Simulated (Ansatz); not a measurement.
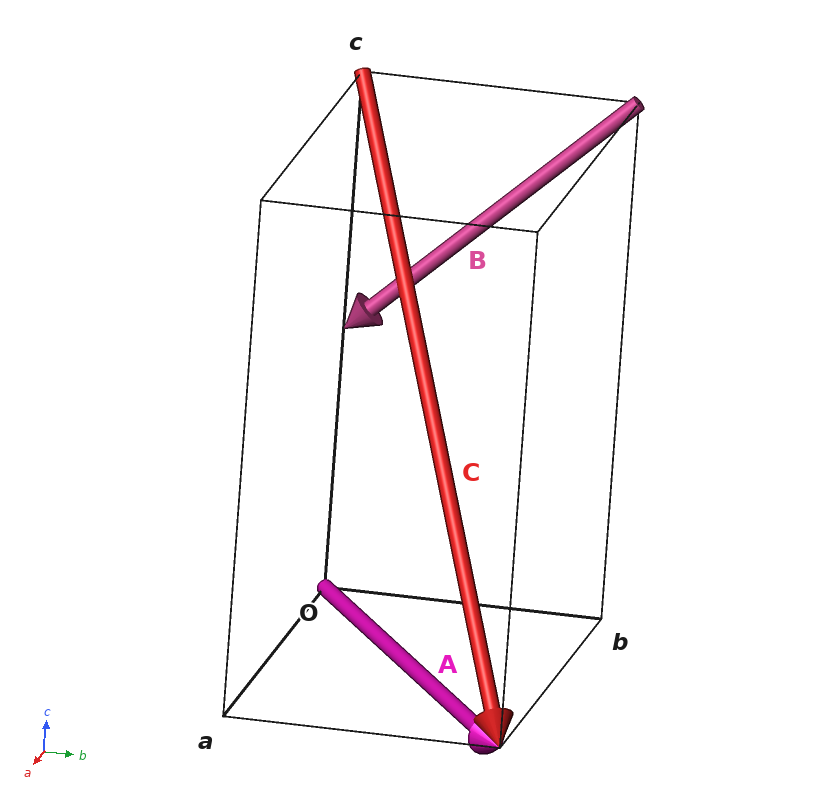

Crystal: CaGeS₃, the end point of a relaxation with DFT, PBEsol, plane waves, PAW (Ansatz); the starting structure was generated, so it need not be a known form of this composition. Each arrow starts at a corner of the unit cell and ends on its surface; where a tip isn't a corner, dashed lines run from it parallel to the axes. Geometry calculated from the standardised cell; symmetry tolerance 0.002 Å.

a = 7.268 Å, b = 5.962 Å, c = 10.796 Å, α = 90.00°, β = 104.49°, γ = 90.00°.

**Give [uvw] of each arrow.**

Arrow A runs from (0, 0, 0) to (1, 1, 0), so [1 1 0]; Arrow B runs from (0, 1, 1) to (0, 0, 1/2), so [0 −2 −1]; Arrow C runs from (0, 0, 1) to (1, 1, 0), so [1 1 −1].

**How long is the vector ua + vb + wc in each case, and what angles do the directions make?**

A 9.400 Å; B 16.086 Å; C 15.627 Å. A–B: 109.9°. A–C: 42.7°. B–C: 75.0°.
